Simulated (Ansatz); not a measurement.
**Hypothetical diamond Ca, pressure series**

Base system: Ca in the diamond structure (space group Fd-3m, No. 227; a = 8.620 Å; a hypothetical phase, not in the database extracts checked).

Cell and atoms are relaxed at each pressure.

All numbers come from PBE (Ansatz, a quantum-chemistry and plane-wave program), scalar-relativistic without spin-orbit coupling.

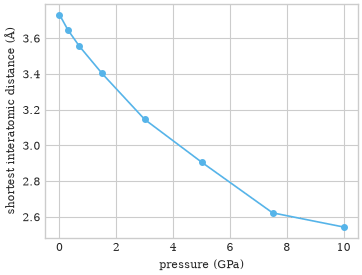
*Shortest interatomic distance against pressure*

Q: From the plot, what is the shortest interatomic distance for pressure 7.5 GPa?

A: About 2.62 Å.

Q: Is the trend monotonic over the range shown?

A: Yes, it falls throughout, spanning 2.544 Å to 3.733 Å.

Load acts through the strain it causes; cell and atoms are relaxed under it. No phonon test of stability was made. No other phases were tried under pressure.
